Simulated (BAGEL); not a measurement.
**HF/cc-pVDZ (density fitting with qzvpp-jkfit) run of SiH3SOF (SMILES O[SiH](F)S)**

Aim: the energy change on altering one bond length of SiH3SOF at HF/cc-pVDZ (density fitting with qzvpp-jkfit), from 2 runs. 

The results are computed with BAGEL 1.2.2.

1 further run of the same task is left out (set aside as unsound or not needed). Runs told in other sessions of the task aren't counted.

### 1 The molecule

The species is SiH3SOF (7 atoms), meant as a singlet with charge 0. SMILES: `O[SiH](F)S`. The shape is that of a PBE0-D4/def2-TZVP optimisation. This is one conformer, not always the lowest.

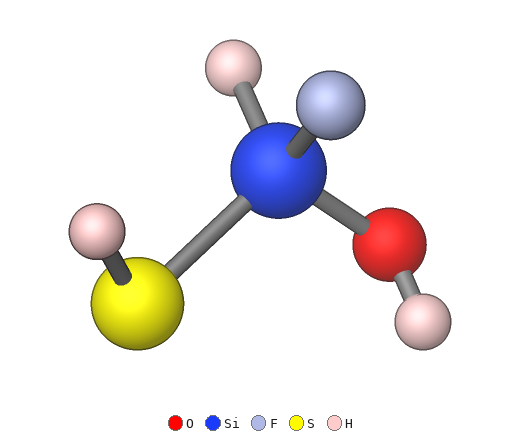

The structure, seen from a chosen angle (oxygen red, silicon blue, fluorine light blue, sulfur yellow, hydrogen pink).

### 2 The energy at HF/cc-pVDZ (density fitting with qzvpp-jkfit)

input.json reads:

```json
{ "bagel" : [

{
  "title" : "molecule",
  "basis" : "cc-pvdz.json",
  "df_basis" : "qzvpp-jkfit",
  "angstrom" : "true",
  "geometry" : [
    { "atom" : "O", "xyz" : [   -1.252700,    1.036700,   -0.295600 ] },
    { "atom" : "Si", "xyz" : [   -0.023300,    0.209800,    0.369300 ] },
    { "atom" : "F", "xyz" : [    1.374200,    0.953800,    0.184300 ] },
    { "atom" : "S", "xyz" : [    0.135000,   -1.677100,   -0.592300 ] },
    { "atom" : "H", "xyz" : [   -1.313700,    1.078400,   -1.251900 ] },
    { "atom" : "H", "xyz" : [   -0.291300,    0.148600,    1.813800 ] },
    { "atom" : "H", "xyz" : [    1.433000,   -1.818200,   -0.273300 ] }
  ]
},
{
  "title" : "hf",
  "charge" : 0
},
{
  "title" : "print",
  "file" : "orbitals.molden",
  "orbitals" : "true"
}

]}
```

The basis set cc-pVDZ is read from a file made from the Basis Set Exchange's data (not shown).

Run with:

```console
BAGEL_NUM_THREADS=1 BAGEL input.json > input.out
```

What it wrote:

```text
* using 1 threads per process

  ===============================================================
  ===============================================================

  *** Geometry ***

  { "atom" : "O", "xyz" : [     -2.367260,      1.959079,     -0.558603 ] },
  { "atom" : "Si", "xyz" : [     -0.044031,      0.396465,      0.697876 ] },
  { "atom" : "F", "xyz" : [      2.596862,      1.802421,      0.348277 ] },
  { "atom" : "S", "xyz" : [      0.255113,     -3.169260,     -1.119285 ] },
  { "atom" : "H", "xyz" : [     -2.482533,      2.037881,     -2.365748 ] },
  { "atom" : "H", "xyz" : [     -0.550477,      0.280813,      3.427585 ] },
  { "atom" : "H", "xyz" : [      2.707978,     -3.435900,     -0.516462 ] },

  Number of auxiliary basis functions:      464

  Since a DF basis is specified, we compute 2- and 3-index integrals:
    o Being stored without compression. Storage requirement is 0.023 GB

  Number of basis functions:       79
  Number of electrons      :       50

    * METHOD: MOLECULE                             0.15

  *** RHF ***

  === Nuclear Repulsion ===
   231.6128632001

      * DIIS with orbital gradients will be used.

  === RHF iteration (cc-pvdz.json) ===
      0       -862.39210353          0.01753050           0.05
      1       -862.55743887          0.01203490           0.04
      2       -862.65226510          0.00127283           0.05
      3       -862.65377712          0.00030874           0.04
      4       -862.65385451          0.00009214           0.04
      5       -862.65386224          0.00002936           0.05
      6       -862.65386303          0.00001394           0.04
      7       -862.65386321          0.00000235           0.04
      8       -862.65386321          0.00000100           0.04
      9       -862.65386321          0.00000033           0.05
     10       -862.65386321          0.00000009           0.04
     11       -862.65386321          0.00000004           0.05
     12       -862.65386321          0.00000001           0.05
     13       -862.65386321          0.00000001           0.05
    * SCF iteration converged.

    * Permanent dipole moment:
           (   -0.001136,     0.163451,     0.245218) a.u.

    * METHOD: HF                                   0.75

    * METHOD: PRINT                                0.01

  ===============================================================
```

It took 1 s on 1 thread of Intel Xeon 6975P-C (Granite Rapids), shared host.

### 3 The distorted shape, same level

input.json reads:

```json
{ "bagel" : [

{
  "title" : "molecule",
  "basis" : "cc-pvdz.json",
  "df_basis" : "qzvpp-jkfit",
  "angstrom" : true,
  "geometry" : [
    { "atom" : "O", "xyz" : [   -1.243551,    1.030446,   -0.152178 ] },
    { "atom" : "Si", "xyz" : [   -0.014151,    0.203546,    0.512722 ] },
    { "atom" : "F", "xyz" : [    1.383349,    0.947546,    0.327722 ] },
    { "atom" : "S", "xyz" : [    0.144149,   -1.683354,   -0.448878 ] },
    { "atom" : "H", "xyz" : [   -1.313700,    1.078400,   -1.251900 ] },
    { "atom" : "H", "xyz" : [   -0.282151,    0.142346,    1.957222 ] },
    { "atom" : "H", "xyz" : [    1.442149,   -1.824454,   -0.129878 ] }
  ]
},
{ "title" : "hf" },
{ "title" : "print", "file" : "orbitals.molden", "orbitals" : true }

]}
```

The basis set cc-pVDZ is read from a file made from the Basis Set Exchange's data (not shown).

Run with:

```console
BAGEL_NUM_THREADS=1 BAGEL input.json > input.out
```

What it wrote:

```text
* using 1 threads per process

  ===============================================================
  ===============================================================

  *** Geometry ***

  { "atom" : "O", "xyz" : [     -2.349971,      1.947261,     -0.287575 ] },
  { "atom" : "Si", "xyz" : [     -0.026742,      0.384646,      0.968904 ] },
  { "atom" : "F", "xyz" : [      2.614151,      1.790602,      0.619305 ] },
  { "atom" : "S", "xyz" : [      0.272402,     -3.181078,     -0.848256 ] },
  { "atom" : "H", "xyz" : [     -2.482533,      2.037881,     -2.365748 ] },
  { "atom" : "H", "xyz" : [     -0.533188,      0.268995,      3.698614 ] },
  { "atom" : "H", "xyz" : [      2.725267,     -3.447718,     -0.245434 ] },

  Number of auxiliary basis functions:      464

  Since a DF basis is specified, we compute 2- and 3-index integrals:
    o Being stored without compression. Storage requirement is 0.023 GB

  Number of basis functions:       79
  Number of electrons      :       50

    * METHOD: MOLECULE                             0.15

  *** RHF ***

  === Nuclear Repulsion ===
   230.7979424418

      * DIIS with orbital gradients will be used.

  === RHF iteration (cc-pvdz.json) ===
      0       -862.36724904          0.01754921           0.05
      1       -862.52857960          0.01245308           0.05
      2       -862.63281654          0.00133535           0.04
      3       -862.63449237          0.00039118           0.05
      4       -862.63462490          0.00014727           0.05
      5       -862.63464209          0.00004438           0.05
      6       -862.63464404          0.00001639           0.04
      7       -862.63464434          0.00000224           0.04
      8       -862.63464435          0.00000073           0.04
      9       -862.63464435          0.00000023           0.04
     10       -862.63464435          0.00000007           0.04
     11       -862.63464435          0.00000002           0.05
     12       -862.63464435          0.00000001           0.04
    * SCF iteration converged.

    * Permanent dipole moment:
           (    0.019051,     0.143301,     0.333124) a.u.

    * METHOD: HF                                   0.70

    * METHOD: PRINT                                0.01

  ===============================================================
```

Wall time 1 s (1 thread of Intel Xeon 6975P-C (Granite Rapids), shared host).

### 4 Results

Level: HF/cc-pVDZ (density fitting with qzvpp-jkfit).

```
                                                         quantity          value
                                        first shape: total energy  -862.65386 Eh
                                       first shape: dipole moment         0.75 D
                                         first shape: HOMO energy      -10.78 eV
                                         first shape: LUMO energy        3.94 eV
                                       first shape: HOMO–LUMO gap       14.72 eV
                                    distorted shape: total energy  -862.63464 Eh
                                   distorted shape: dipole moment         0.92 D
                                     distorted shape: HOMO energy      -10.75 eV
                                     distorted shape: LUMO energy        3.67 eV
                                   distorted shape: HOMO–LUMO gap       14.42 eV
energy change with the O1–H5 bond stretched from 0.959 to 1.103 Å       0.523 eV
```

In words: With the O1–H5 bond stretched from 0.959 to 1.103 Å the energy rises by 0.52 eV (50.5 kJ/mol). The first shape isn't relaxed at this level, so the change isn't measured from a minimum.
